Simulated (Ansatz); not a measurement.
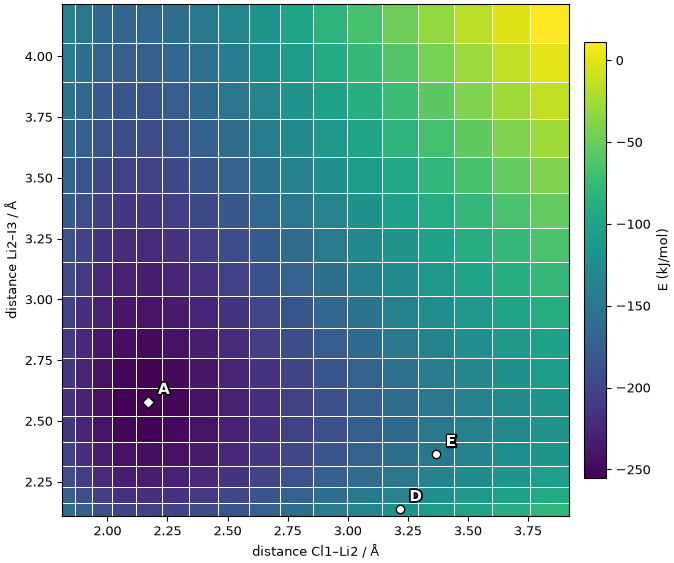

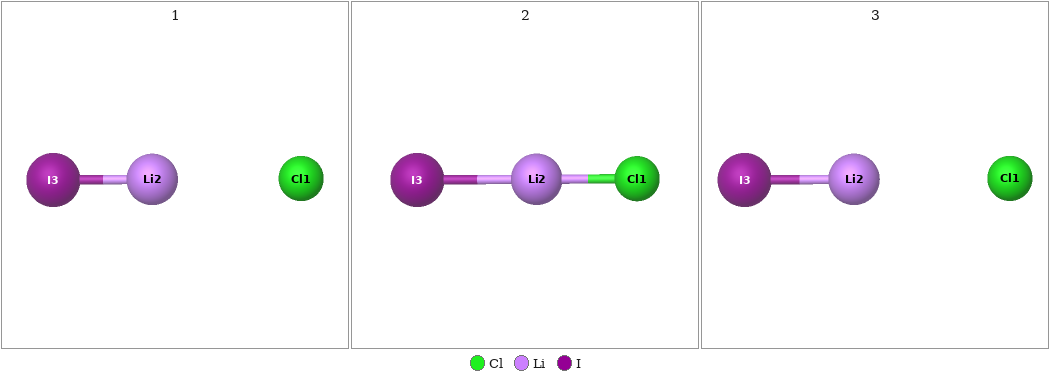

The system Cl⁻ + LiI. Coordinates scanned: (1) distance Cl1–Li2; (2) distance Li2–I3. Nothing is relaxed (the angle Cl1–Li2–I3 is fixed at 180 degrees). The scan uses a 17 × 17 grid. Energies are in kJ/mol, from Cl with charge -1 far from the relaxed LiI (each part in its own basis). Level of theory: Ansatz, RKS PBE0-D4/def2-SVPD.

The picture shows one coloured cell a grid point, lettered points. The numbered pictures are the structures at these points, in random order.

> Which structure belongs to which point?

A is structure 2: distance Cl1–Li2 = 2.170 Å, distance Li2–I3 = 2.577 Å, −255 kJ/mol; D is structure 1: distance Cl1–Li2 = 3.216 Å, distance Li2–I3 = 2.136 Å, −121 kJ/mol; E is structure 3: distance Cl1–Li2 = 3.367 Å, distance Li2–I3 = 2.363 Å, −147 kJ/mol.
